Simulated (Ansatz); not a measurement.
The starting structures come from a database of crystals and need not be the phases stable at ambient conditions.

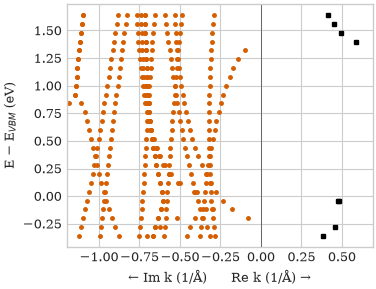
Figure: Complex bands at the centre of the two-dimensional zone; Ansatz (a quantum-chemistry and plane-wave program) with PBEsol

No gap correction and no spin-orbit coupling; mid-gap values are interpolated between computed energies.

This is K2PtBr4 (P4/mmm, not sure to be the ambient phase, 7 atoms a cell, 34.2 Å³ an atom) along the normal of (110). Read off the slowest decay at the centre of the two-dimensional zone at 0.68 eV, the computed energy nearest the middle of the gap.

κ ≈ 0.27 1/Å, a decay length 1/(2κ) of the density of 1.8 Å.
